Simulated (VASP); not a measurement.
Band structure of CeBe$_{2}$ (space group Fd-3m). All values below come from PBE GGA, VASP's PBE PAW potentials (set 64) (plane waves; VASP).

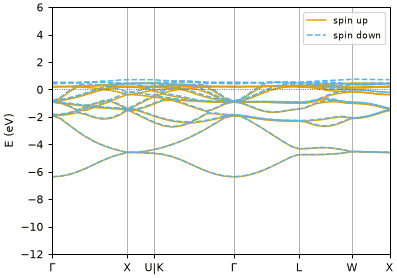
*Bands along high-symmetry lines, zero at the valence-band maximum or, without a gap, the Fermi level*

**Question.** Read the plot: is there a gap, and where are the band edges?

**Answer.** It has no gap at this level: it comes out as a metal or semimetal.

The structure was generated: CeBe2 was put into an ordered model structure, which need not be its known phase. The cell was not relaxed at this level. VASP warned that the highest band is occupied, so more bands are needed.
